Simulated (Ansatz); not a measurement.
```xyz
8

C    -0.7351    1.0484   -0.5177
S    -0.7266   -0.0754    0.9436
Si    0.8877   -1.3052    0.6851
H    -1.7158    0.9047   -1.0103
H     0.0906    0.8407   -1.2223
H    -0.6578    2.0765   -0.1157
H     1.1085   -2.3064    1.7641
H     1.7578   -1.1808   -0.5211
```

Method: RKS PBE-D4/def2-SVP in Ansatz.

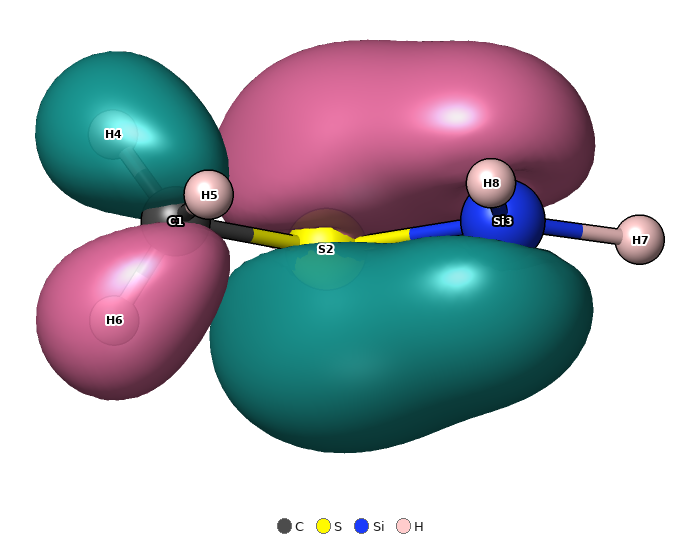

CH₅SSi (charge +1). The HOMO at ±0.08 Å⁻³ᐟ² (teal and pink are the two phases), seen from one side.

> Where does this orbital lie, and at what energy?

Its weight (Hirshfeld) is mainly on S2 (about 60 %), Si3 (about 25 %) and C1 (about 10 %). Its energy is −12.78 eV.
